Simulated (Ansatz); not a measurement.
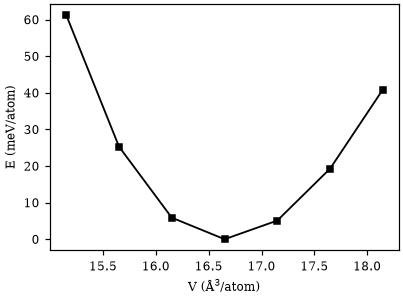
Figure: Ag (fcc (Cu type), Fm-3m) under volume change, PBEsol in the plane-wave PAW code Ansatz, scaled uniformly.

### Question
What does a third-order Birch–Murnaghan fit give for V₀, B₀ and B′?

### Answer
V₀ = 16.65 Å³/atom, B₀ = 118 GPa, B′ = 5.7.

The PBEsol relaxation kept the symmetry of its start. No spin polarisation was allowed.

Potentials: the earlier of the program's two PAW sets. The files were generated under PBE; for other functionals the program regenerates the frozen cores, and for LDA and PBEsol the local potential too.
